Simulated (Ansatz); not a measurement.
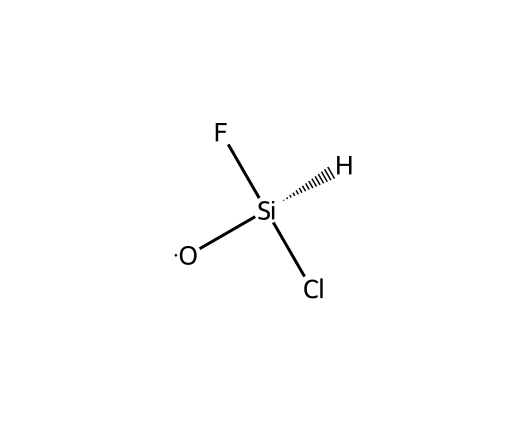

The drawing above gives the connectivity. The species is neutral and a spin doublet. The geometry was computed by an optimisation with PBE-D4/def2-SVP. No frequency run is at hand to confirm it as a minimum.

What does the molecule look like in three dimensions?

It has 5 atoms: 1 chlorine, 1 fluorine, 1 hydrogen, 1 oxygen and 1 silicon (ClFHOSi). As SMILES it reads `[O][Si@@H](F)Cl`. Among its groups: Si–H bond, Si–O bond. The point group is C1. It is an open-shell species.

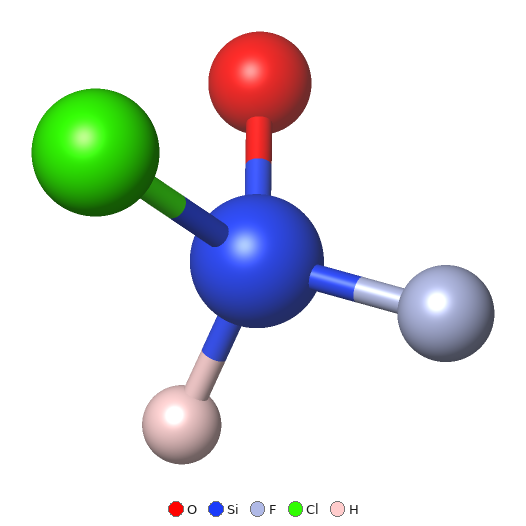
